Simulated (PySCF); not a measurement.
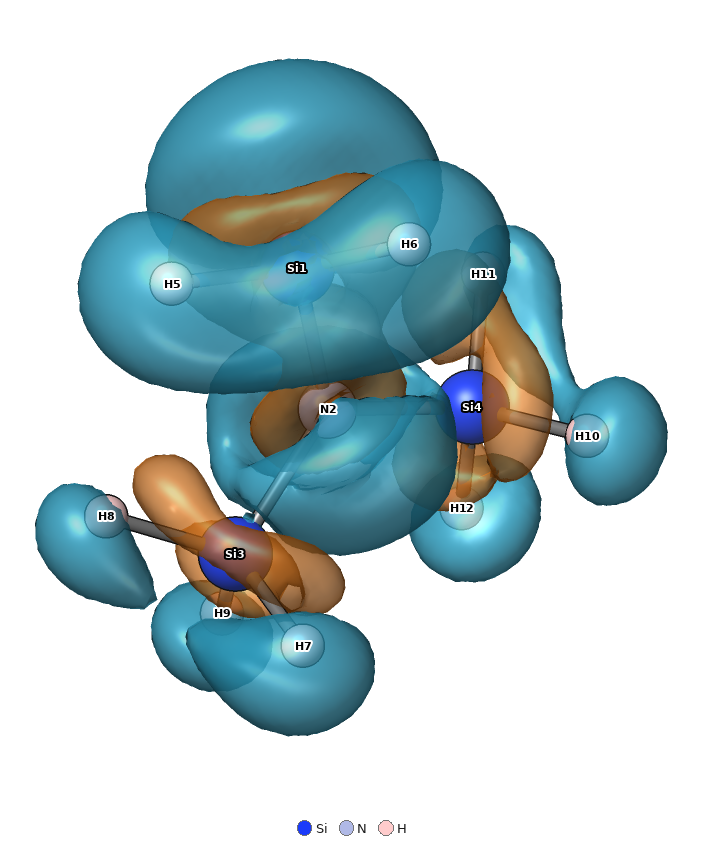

Figure 1: H8NSi3, doublet, SMILES `[SiH2]N([SiH3])[SiH3]`. Fukui function f⁻ = ρ(N) − ρ(N−1) at fixed geometry, surfaces at ±0.01 e/Å³ (light blue positive, orange negative).

Method: TPSS/6-311+G**; geometry: GFN2-xTB; program: PySCF. No frequency check shows the geometry to be a minimum. GFN2-xTB doesn't know the spin state, so this open-shell geometry is rough.

Input

```python
import numpy as np
from pyscf import gto, scf, dft
from pyscf.scf import atom_ks, atom_hf
from scipy.linalg import block_diag

def solve(mol, dm0=None, hcore=None):
    mf = (dft.UKS if mol.spin else dft.RKS)(mol, xc='tpss')
    mf.grids.level = 3
    mf = mf.density_fit(auxbasis='def2-universal-jkfit')
    mf.conv_tol, mf.max_cycle = 1e-8, 80
    if hcore is not None:
        mf.get_hcore = lambda *args: hcore
    mf.kernel(dm0)
    if not mf.converged:
        mf = mf.newton().run(mf.mo_coeff, mf.mo_occ, max_cycle=30)
    assert mf.converged, 'SCF not converged'
    return mf

mol = gto.M(atom='''
Si     0.49682     1.70243    -0.06405
N     -0.01201     0.03104    -0.10031
Si    -1.68033    -0.44718     0.03401
Si     1.25918    -1.15823    -0.00634
H     -0.67447     2.56606    -0.18438
H      1.26909     1.96082     1.15233
H     -1.99749    -0.76373     1.43058
H     -2.48550     0.68122    -0.42759
H     -1.88539    -1.61890    -0.81398
H      1.71740    -1.29390     1.38091
H      2.34623    -0.66861    -0.85300
H      0.73482    -2.43851    -0.47347
''', basis='6-311+g**', charge=0, spin=1, verbose=4)
mf = solve(mol)
out = dict(e0=mf.e_tot, dm0=mf.make_rdm1(), c=mf.mo_coeff, occ=mf.mo_occ, eps=mf.mo_energy)
for name, dq, spin in [('cation', 1, 0), ('anion', -1, 0)]:
    ion = mol.copy().set(charge=mol.charge + dq, spin=spin).build()
    mi = solve(ion)
    if spin and dq > 0 and mol.nao < 130:
        c, _, stable, _ = mi.stability(return_status=True)
        if not stable:
            mi = solve(ion, mi.make_rdm1(c, mi.mo_occ))
    print(name, 'vertical energy change / eV', (mi.e_tot - mf.e_tot) * 27.211386)
    out.update({'e_' + name: mi.e_tot, 'dm_' + name: mi.make_rdm1(), 's2_' + name: mi.spin_square()[0], 'eps_' + name: mi.mo_energy, 'occ_' + name: mi.mo_occ})
# spherically averaged free atoms, for the promolecule
atm = atom_ks.get_atm_nrks(mol, xc='tpss')
pro = block_diag(*[(atm[a[0]][2] * atm[a[0]][3]) @ atm[a[0]][2].T for a in mol._atom])
np.savez('result.npz', pro=pro, **out)
```

Command:

```sh
OMP_NUM_THREADS=1 python input.py
```

The run took 4.2 min on 1 thread of Arm Neoverse V1, with other jobs on the host, peak memory 0.78 GiB.

Partitions, critical points and surface values were worked out afterwards from this run's density.

Which atoms respond most to the removal of an electron?

f⁻ (Hirshfeld-condensed) is largest on Si1 (0.41); the vertical ionisation energy is 7.69 eV (to the singlet cation, which needn't be its lowest state). Condensed values hint at sites of electrophilic attack but needn't mark the atom that reacts. Orbital relaxation makes it negative in places (0.23 e in all).

```json
{"atom": "Si1", "f⁻": "+0.41", "charge": "+0.27"}
{"atom": "N2", "f⁻": "+0.08", "charge": "−0.34"}
{"atom": "Si3", "f⁻": "+0.07", "charge": "+0.36"}
{"atom": "Si4", "f⁻": "+0.06", "charge": "+0.35"}
{"atom": "H5", "f⁻": "+0.08", "charge": "−0.08"}
{"atom": "H6", "f⁻": "+0.10", "charge": "−0.08"}
{"atom": "H7", "f⁻": "+0.05", "charge": "−0.09"}
{"atom": "H8", "f⁻": "+0.03", "charge": "−0.08"}
{"atom": "H9", "f⁻": "+0.03", "charge": "−0.08"}
{"atom": "H10", "f⁻": "+0.04", "charge": "−0.09"}
{"atom": "H11", "f⁻": "+0.02", "charge": "−0.08"}
{"atom": "H12", "f⁻": "+0.04", "charge": "−0.08"}
```
